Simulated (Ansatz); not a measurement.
BrH$_{3}$O$_{2}$Si

Input

```
crystal:
  periodic: [false, false, false]
  atoms:
    - { symbol: O, position_ang: [0.044, 1.5637, -0.2071] }
    - { symbol: Si, position_ang: [0.0569, 0.0687, 0.3736] }
    - { symbol: O, position_ang: [0.6168, -0.9179, -0.8218] }
    - { symbol: Br, position_ang: [-1.9102, -0.5867, 0.83] }
    - { symbol: H, position_ang: [-0.2631, 1.6589, -1.1679] }
    - { symbol: H, position_ang: [0.9229, 0.0111, 1.5686] }
    - { symbol: H, position_ang: [0.5939, -1.8658, -0.6212] }
basis:
  gaussian: { orbitals: def2-SVP }
hamiltonian:
  xc: pbe0
relax:
  f_tol: 0.02
  max_steps: 50
output:
  orbitals: {}
```

Run with:

```sh
ansatz run input.yaml --threads 2 --pin off --max-ram 3072MiB --backend cpu --events-out ev --progress --plain --runs-dir out
```

The fields are those of the run's last geometry, not of the input's.

Theory: RKS PBE0/def2-SVP (Ansatz).

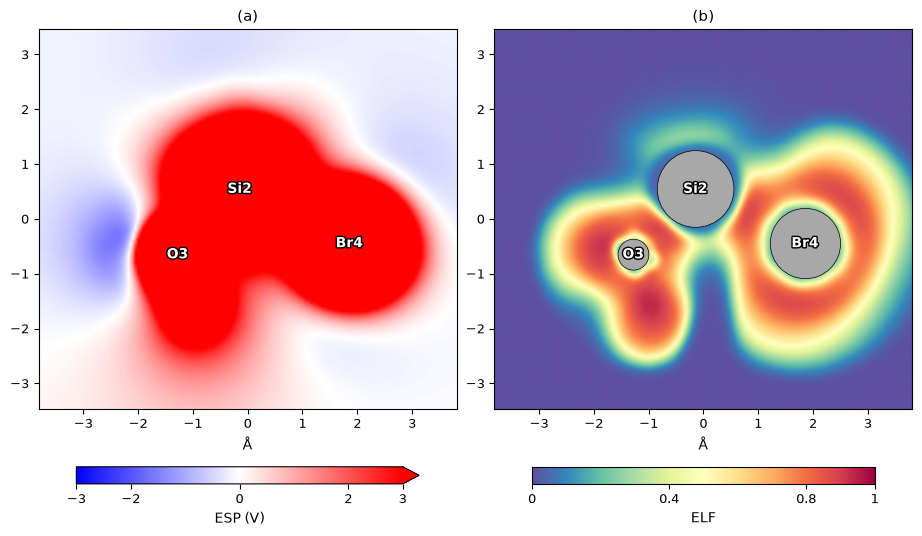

Figure 1. (a) electrostatic potential; (b) electron localisation function on the plane of atoms O3, Si2 and Br4. Grey discs cover the atomic cores in the ELF map.

What do the fields say about this system?

Answer.
- Atoms in the plane: Si, O and Br.
- Si–O (1.65 Å): the ELF peaks at about 0.90 between the atoms: a polar covalent bond.
- Si–Br (2.24 Å): the ELF peaks at about 0.85 between the atoms; a shared but strongly polarised pair.
- The ELF also peaks beside Br4 and O3, away from the bonds: lone-pair regions.
- Outside the dense part of the molecule the potential is most negative (−1.6 V) near O3.

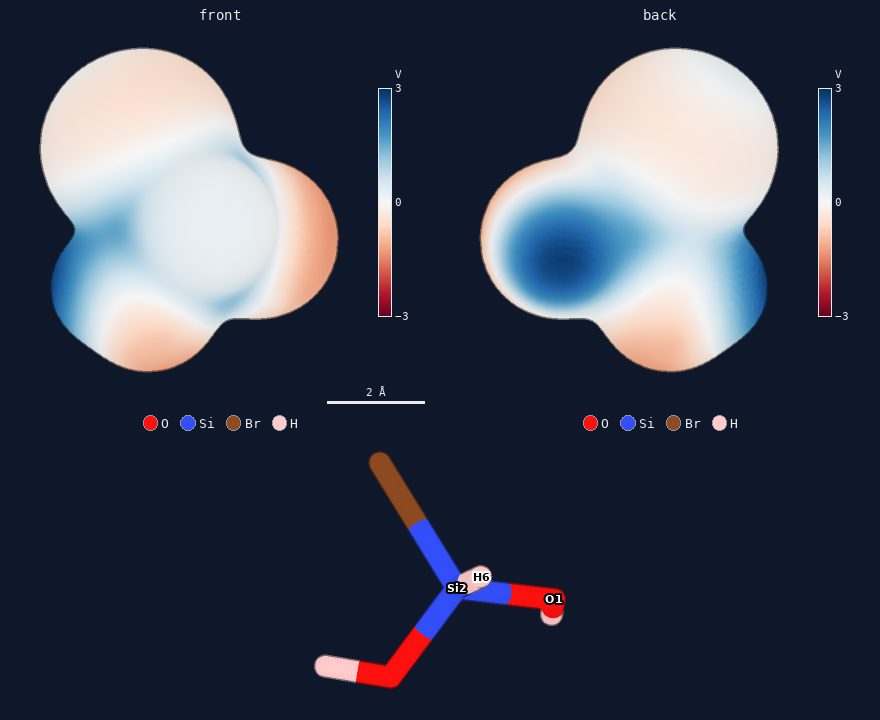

Figure 2. The electrostatic potential painted on the density surface at 0.002 e/bohr³, seen from the front and from behind; the colour scale runs from red (negative) to blue (positive). The bare structure is drawn below in the same view.

Which sites attract a positive test charge, and which a negative one?

Answer. A positive charge is drawn to the negative regions and a negative charge to the positive ones. The most negative region (about −1.3 V) lies over O1, the most positive (about +2.8 V) over H5 and H7. Br4 shows a σ-hole: about +0.2 V at the tip opposite its bond, against about −0.3 V on its flanks. O1 is the likeliest acceptor of a hydrogen bond.

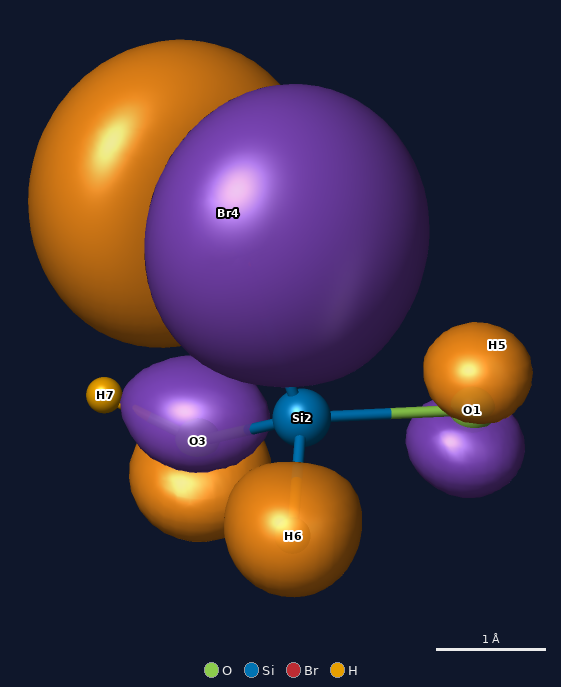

Figure 3. The HOMO at ±0.08 Å⁻³ᐟ² (orange and purple are the two phases), seen from one side.

Where does this orbital lie, and at what energy?

Answer. It lies mainly on Br4 (about 85 %); largely a lone pair of Br4. Its energy is −8.46 eV.
